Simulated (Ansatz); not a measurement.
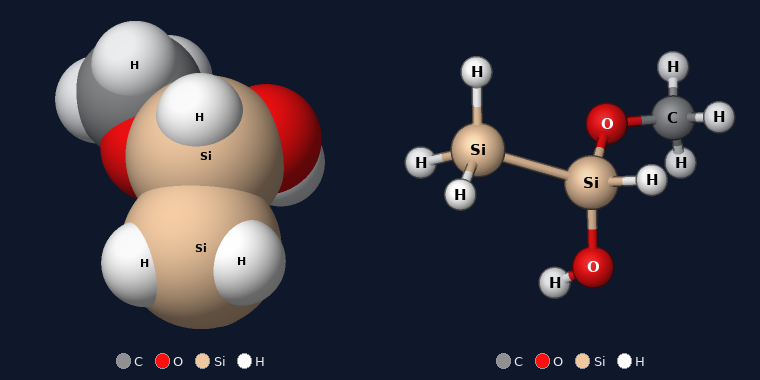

The same structure drawn twice, from different directions.

The computed structure is the end point of a PBE0-D4/def2-TZVP optimisation.

Question: Which formula does it have?

Answer: CH₈O₂Si₂, 13 atoms: 1 carbon, 8 hydrogen, 2 oxygen and 2 silicon.

Question: Give a SMILES string for it.

Answer: CO[Si@H](O)[SiH3]

Question: What is the point group of this geometry?

Answer: C1.

More results for the same structure follow; atom numbers are the same in all pictures, views and colours differ.

**Geometry**

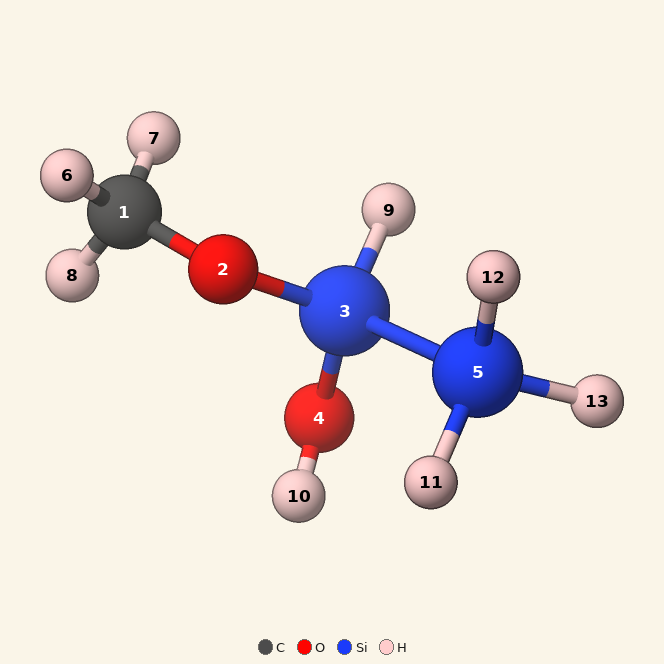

Numbered structure.

Give the bond lengths.

| bond | length (Å) | order |
| --- | --- | --- |
| C1–O2 | 1.412 | single |
| C1–H6 | 1.091 | single |
| C1–H7 | 1.096 | single |
| C1–H8 | 1.094 | single |
| O2–Si3 | 1.640 | single |
| Si3–O4 | 1.649 | single |
| Si3–Si5 | 2.343 | single |
| Si3–H9 | 1.487 | single |
| O4–H10 | 0.958 | single |
| Si5–H11 | 1.490 | single |
| Si5–H12 | 1.487 | single |
| Si5–H13 | 1.489 | single |

**Vibrations**

Harmonic vibrations computed with RKS PBE0-D4/def2-TZVP (Ansatz 0.2.0) at a stationary point of the same level.

Question: How many vibrational modes are there, and where do they lie?

Answer: 33 modes: 73, 78, 84, 115, 158, 247, 287, 343, 431, 506, 526, 754, 784, 816, 874, 903, 907, 936, 941, 1140, 1180, 1211, 1479, 1493, 1498, 2207, 2210, 2222, 2229, 3021, 3087, 3125, 3918 cm⁻¹.

**Electronic properties**

Method: RKS B3LYP-D4/def2-TZVPP (Ansatz 0.2.0).

Predict the main results.

- dipole moment: 1.16 D
- HOMO energy (Kohn–Sham orbital): −7.70 eV
- LUMO energy (Kohn–Sham orbital): −0.30 eV
- HOMO–LUMO gap: 7.39 eV
- dispersion correction: −42.2 kJ/mol

**Thermal motion**

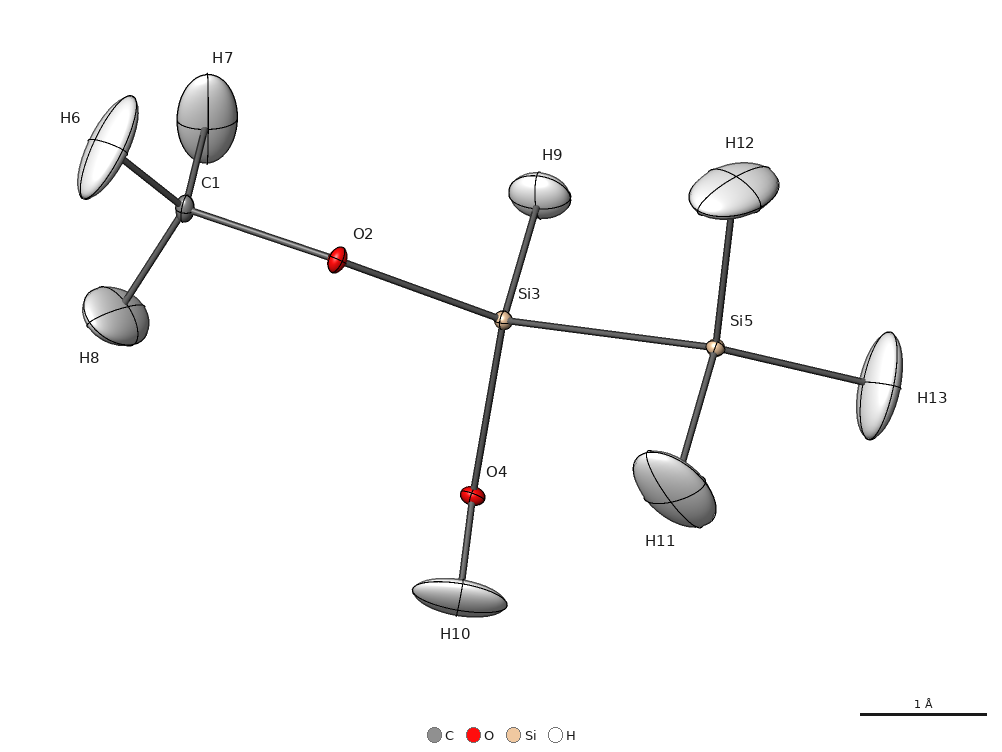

Displacement ellipsoids at the 50 % level, from the internal vibrations of the free molecule (harmonic, no overall translation or rotation; no half-axis is drawn under 0.075 Å). Vibrations computed with RKS PBE0-D4/def2-TZVP (Ansatz 0.2.0). Temperature: 0 K (zero-point motion alone).

Give the displacement parameters, one line for each set of equivalent atoms.

```tsv
atom	U_eq (Å²)	rms amplitudes (Å)
C1	0.0037	0.049, 0.055, 0.075
O2	0.0029	0.042, 0.046, 0.070
Si3	0.0013	0.029, 0.036, 0.041
O4	0.0026	0.032, 0.051, 0.065
Si5	0.0010	0.022, 0.032, 0.040
H6	0.0388	0.088, 0.149, 0.294
H7	0.0390	0.085, 0.154, 0.293
H8	0.0412	0.089, 0.173, 0.293
H9	0.0187	0.093, 0.147, 0.161
H10	0.0302	0.072, 0.159, 0.245
H11	0.0426	0.088, 0.184, 0.293
H12	0.0403	0.090, 0.184, 0.281
H13	0.0397	0.092, 0.178, 0.281
```

**Charges**

The questions are on Mulliken charges. Properties computed with RKS B3LYP-D4/def2-TZVPP (Ansatz 0.2.0).

Give the Mulliken charges atom by atom.

```json
{"atom": "C1", "value (e)": "−0.12"}
{"atom": "O2", "value (e)": "−0.37"}
{"atom": "Si3", "value (e)": "0.57"}
{"atom": "O4", "value (e)": "−0.39"}
{"atom": "Si5", "value (e)": "0.11"}
{"atom": "H6", "value (e)": "0.11"}
{"atom": "H7", "value (e)": "0.09"}
{"atom": "H8", "value (e)": "0.10"}
{"atom": "H9", "value (e)": "−0.11"}
{"atom": "H10", "value (e)": "0.18"}
{"atom": "H11", "value (e)": "−0.06"}
{"atom": "H12", "value (e)": "−0.06"}
{"atom": "H13", "value (e)": "−0.06"}
```

Mulliken values depend strongly on the basis set and can even reverse the polarity of a bond.
